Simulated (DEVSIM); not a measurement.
System: Cr/SiO2/p-Si capacitor, at 250 K.

```tsv
layer (left to right)	material	thickness (nm)	Na (cm⁻³)
1	SiO2	14.0	-
2	Si	1700	1.2e17
```

Metal gate on the left, work function 4.5 eV. Fixed charge at the semiconductor interface 1.8e11 cm⁻² (in units of +e); no interface traps.

This is a model device: material constants are rounded textbook-type values typed into the input, and sizes, dopings and lifetimes were drawn at random. Values at 300 K; Nc and Nv go as T^1.5, mobilities as T to minus their exponent, the gap by Varshni's rule with the affinity fixed.

```
parameter         SiO2        Si
----------------  ----  --------
gap (eV)             9     1.124
affinity (eV)      0.9      4.05
permittivity       3.9      11.7
Nc (cm⁻³)            -   2.86e19
Nv (cm⁻³)            -    3.1e19
Varshni α (eV/K)     -  0.000473
Varshni β (K)        -       636
```

Simulated with DEVSIM: 1D Poisson equation in equilibrium, Boltzmann statistics, complete ionisation; no quantum confinement or tunnelling. Metal contacts follow the ideal Schottky-Mott rule: no Fermi-level pinning, no interface dipoles.

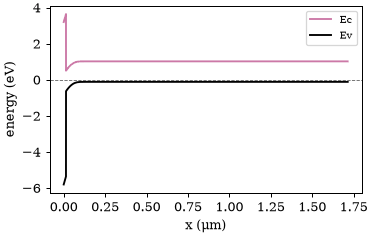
Figure: Band edges at 0.4 V on the gate

Energies count from the Fermi level of the right contact; mesh points crowd at the junctions.

| x (μm) | Ec (eV) | Ev (eV) | n (cm⁻³) | p (cm⁻³) | field (V/cm) |
|---|---|---|---|---|---|
| 0.000 | 3.200 | -5.800 | < 1e2 | < 1e2 | 320000 |
| 0.001276 | 3.241 | -5.759 | < 1e2 | < 1e2 | 320000 |
| 0.003574 | 3.316 | -5.684 | < 1e2 | < 1e2 | 320000 |
| 0.007895 | 3.456 | -5.544 | < 1e2 | < 1e2 | 320000 |
| 0.01218 | 3.595 | -5.405 | < 1e2 | < 1e2 | 320000 |
| 0.01367 | 3.643 | -5.357 | < 1e2 | < 1e2 | 320000 |
| 0.01477 | 0.514 | -0.622 | 9.5e8 | 6800000 | 130000 |
| 0.01817 | 0.559 | -0.578 | 1.2e8 | 5.4e7 | 130000 |
| 0.02406 | 0.631 | -0.505 | 4200000 | 1.5e9 | 120000 |
| 0.03729 | 0.770 | -0.366 | 6600 | 9.7e11 | 93000 |
| 0.06434 | 0.952 | -0.184 | < 1e2 | 4.7e15 | 43000 |
| 0.1550 | 1.022 | -0.114 | < 1e2 | 1.2e17 | 26 |
| 0.3226 | 1.022 | -0.114 | < 1e2 | 1.2e17 | ≈ 0 |
| 0.6652 | 1.022 | -0.114 | < 1e2 | 1.2e17 | ≈ 0 |
| 1.311 | 1.022 | -0.114 | < 1e2 | 1.2e17 | ≈ 0 |
| 1.530 | 1.022 | -0.114 | < 1e2 | 1.2e17 | ≈ 0 |
| 1.627 | 1.022 | -0.114 | < 1e2 | 1.2e17 | ≈ 0 |
| 1.675 | 1.022 | -0.114 | < 1e2 | 1.2e17 | ≈ 0 |
| 1.700 | 1.022 | -0.114 | < 1e2 | 1.2e17 | ≈ 0 |
| 1.708 | 1.022 | -0.114 | < 1e2 | 1.2e17 | ≈ 0 |
| 1.712 | 1.022 | -0.114 | < 1e2 | 1.2e17 | ≈ 0 |
| 1.714 | 1.022 | -0.114 | < 1e2 | 1.2e17 | ≈ 0 |
